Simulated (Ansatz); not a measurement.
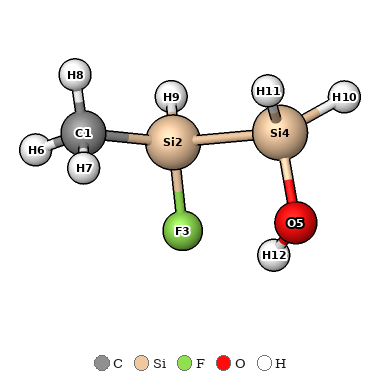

The system is CH₇FOSi₂, SMILES C[SiH](F)[SiH2]O; the picture shows the reference structure. Coordinates scanned: (1) dihedral Si2–Si4–O5–H12; (2) dihedral C1–Si2–Si4–O5. Nothing is relaxed (all other coordinates rigid). The scan uses a 12 × 12 grid. All energies are given in cm⁻¹ relative to the relaxed molecule at the same level. Level of theory: RKS PBE-D4/def2-SVP in Ansatz.

Its coordinates:

```xyz
12

C    -1.2159   -0.3819    1.4451
Si    0.4857   -0.3807    0.6525
F     1.2698    1.0251    1.0991
Si    0.4719   -0.0410   -1.6843
O     0.6486    1.6393   -1.7739
H    -1.1446   -0.3288    2.5506
H    -1.8202    0.4769    1.0896
H    -1.7561   -1.3147    1.1794
H     1.3097   -1.5285    1.1745
H     1.5799   -0.7862   -2.3891
H    -0.8249   -0.4193   -2.3457
H     1.0732    1.9844   -0.9640
```

Range: dihedral Si2–Si4–O5–H12 from −180 to 150°; dihedral C1–Si2–Si4–O5 from −180 to 150°.

What landscape does the calculation give?

Answer. The lowest grid point is at dihedral Si2–Si4–O5–H12 = 30°, dihedral C1–Si2–Si4–O5 = 90°, 11 cm⁻¹ from the relaxed molecule at the same level. There are further wells near dihedral Si2–Si4–O5–H12 = −180°, dihedral C1–Si2–Si4–O5 = 30° (694 cm⁻¹ above the lowest at that grid point); dihedral Si2–Si4–O5–H12 = −180°, dihedral C1–Si2–Si4–O5 = −60° (815 cm⁻¹ above the lowest at that grid point); dihedral Si2–Si4–O5–H12 = −150°, dihedral C1–Si2–Si4–O5 = −180° (1016 cm⁻¹ above the lowest at that grid point). The highest grid point, dihedral Si2–Si4–O5–H12 = 90°, dihedral C1–Si2–Si4–O5 = −120°, lies 2203 cm⁻¹ above the lowest. On the interpolated surface the easiest way out of the lowest well to the well at about dihedral Si2–Si4–O5–H12 = 175°, dihedral C1–Si2–Si4–O5 = 40° passes a barrier of about 770 cm⁻¹. Round the minimum the valley is strongly tilted: raising dihedral Si2–Si4–O5–H12 shifts the best value of dihedral C1–Si2–Si4–O5 downwards (coupling k₁₂/√(k₁₁k₂₂) about 0.7).

| dihedral C1–Si2–Si4–O5 ↓, dihedral Si2–Si4–O5–H12 → | −180 | −150 | −120 | −90 | −60 | −30 | 0 | 30 | 60 | 90 | 120 | 150 |
| --- | --- | --- | --- | --- | --- | --- | --- | --- | --- | --- | --- | --- |
| 150 | 1216 | 1287 | 1419 | 1296 | 850 | 484 | 729 | 1122 | 1313 | 1504 | 1550 | 1370 |
| 120 | 1471 | 1575 | 1769 | 1692 | 1241 | 525 | 118 | 502 | 1112 | 1589 | 1774 | 1625 |
| 90 | 1276 | 1343 | 1558 | 1639 | 1486 | 1074 | 337 | 11 | 475 | 1111 | 1457 | 1416 |
| 60 | 799 | 907 | 1126 | 1265 | 1303 | 1260 | 924 | 355 | 259 | 603 | 865 | 862 |
| 30 | 705 | 906 | 1203 | 1362 | 1420 | 1494 | 1444 | 1116 | 830 | 834 | 858 | 747 |
| 0 | 977 | 1206 | 1594 | 1829 | 1897 | 1933 | 1882 | 1712 | 1553 | 1494 | 1365 | 1098 |
| −30 | 962 | 1161 | 1576 | 1873 | 2022 | 2124 | 2028 | 1762 | 1641 | 1659 | 1518 | 1167 |
| −60 | 826 | 991 | 1379 | 1651 | 1792 | 1970 | 2010 | 1749 | 1554 | 1545 | 1412 | 1057 |
| −90 | 1068 | 1238 | 1622 | 1848 | 1888 | 1979 | 2105 | 2010 | 1857 | 1826 | 1675 | 1307 |
| −120 | 1420 | 1541 | 1926 | 2176 | 2201 | 2174 | 2169 | 2141 | 2136 | 2214 | 2111 | 1722 |
| −150 | 1295 | 1306 | 1591 | 1824 | 1914 | 1965 | 1887 | 1735 | 1753 | 1933 | 1951 | 1630 |
| −180 | 1038 | 1027 | 1185 | 1241 | 1158 | 1243 | 1421 | 1339 | 1296 | 1443 | 1500 | 1288 |

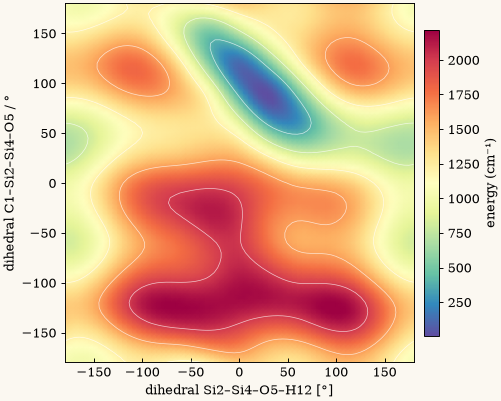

Drawn: a smooth colour map with a few white contour lines. Between grid points the surface is interpolated.

Time for the 144 points that were run: 12 min on 1 thread of Arm Neoverse V1, with other jobs on the host.
